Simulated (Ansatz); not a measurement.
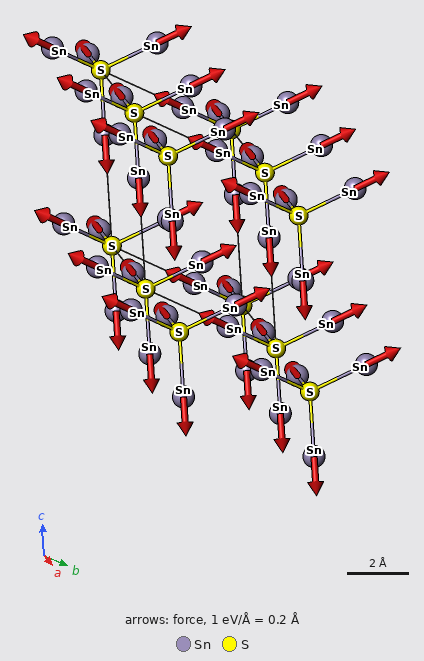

Starting geometry of crystalline Sn4S (a generated structure, set up in I-43m) (coarse preliminary run) with the computed forces as red arrows. The picture is a ball-and-stick view of the cell of the calculation, repeated 2 × 1 × 1 with one cell outlined, seen slightly off an axis.

Level of theory: DFT PBE, scalar-relativistic, plane waves, PAW in Ansatz. Settings: plane-wave cutoff 420 eV; k-point mesh 4 × 4 × 4; occupations gaussian; smearing width 0.1 eV; no spin polarisation; cell and atoms relaxed; force threshold 0.04 eV/Å; at most 70 steps.

What follows when this structure is relaxed?

It isn't relaxed: the largest force vector, on Sn atoms, is 6.70 eV/Å. The atoms end up moving mostly along the starting forces (cosine between the two patterns 1.00). After 4 accepted moves (5 points after the start) the energy has fallen by 1124 meV per atom. The largest force component goes from 3.9 to 0.0087 eV/Å. Pressure: 15.94 GPa at the start and −0.01 GPa at the end. At 1 point the geometry stayed and the basis and grid were re-selected for the new cell (energy shift of 0.2 meV per atom at most each time). The largest moves relative to the cell, 0.73 Å, are those of Sn atoms. S stays in place. The volume changes by −5.3 %, with a = b = c 5.864 → 5.759 Å (−1.8 %). Near-neighbour distances that change, for instance: S–Sn 3.698 → 2.898 Å, S–Sn 2.166 → 2.861 Å. New bonds form: S–Sn (3.70 → 2.90 Å). The space group stays I-43m (No. 217). The run took 27 s on 1 thread of Arm Neoverse V1, on a shared host, peak memory 0.36 GiB.
